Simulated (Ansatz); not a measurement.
The calculation's input:

```
crystal:
  periodic: [false, false, false]
  atoms:
    - { symbol: Si, position_ang: [-0.669985, -0.565849, -0.265344] }
    - { symbol: H, position_ang: [0.49205, -0.655639, 0.587636] }
    - { symbol: H, position_ang: [-0.53441, -1.564193, -1.353882] }
    - { symbol: H, position_ang: [-1.871457, -0.902636, 0.536741] }
    - { symbol: H, position_ang: [-0.810676, 0.787222, -0.838028] }
    - { symbol: H, position_ang: [1.739381, 0.765204, 0.941742] }
    - { symbol: Br, position_ang: [1.655098, 2.135791, 0.391035] }
basis:
  gaussian: { orbitals: def2-mTZVP }
hamiltonian:
  xc: b3lyp
  dispersion: d4
relax:
  f_tol: 0.03
  max_steps: 50
output:
  orbitals: {}
```

Run with:

```sh
ansatz run input.yaml --threads 2 --pin off --max-ram 3072MiB --backend cpu --events-out ev --progress --plain --runs-dir out
```

The fields are those of the relaxed geometry.

Computed with RKS B3LYP-D4/def2-mTZVP (Ansatz 0.2.0).

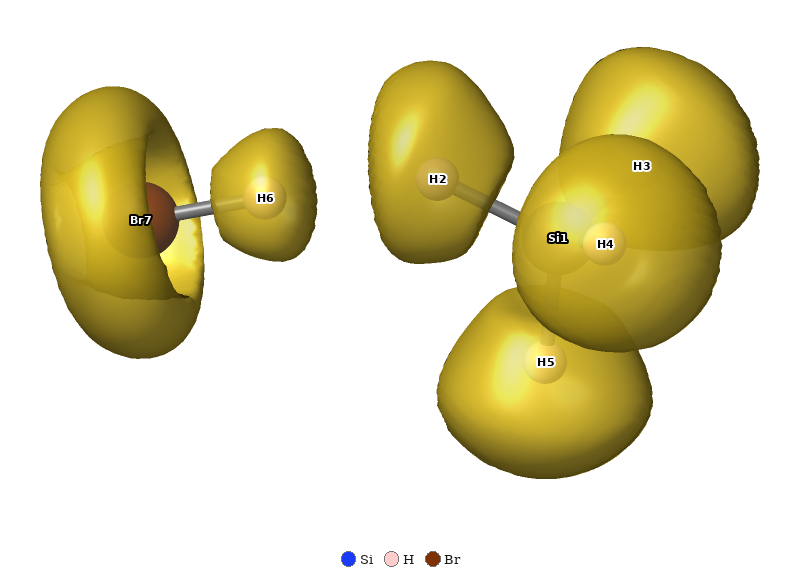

SiH$_{4}$···HBr. Isosurface of the ELF at 0.8 (yellow), seen at a tilt. Only the valence region is drawn (cores and ρ < 0.01 e/Å³ removed).

Identify the bonds, lone pairs and shells in this picture.

Answer. At this value the surface marks out five regions around hydrogen nuclei and one ring or bowl of non-bonding electrons around Br.

Values along the shortest contacts:
H2···H6 (1.97 Å): the ELF dips to about 0.05 between them. Br–H (1.44 Å): the ELF climbs to about 1 towards the hydrogen, as it does in any bond to H.
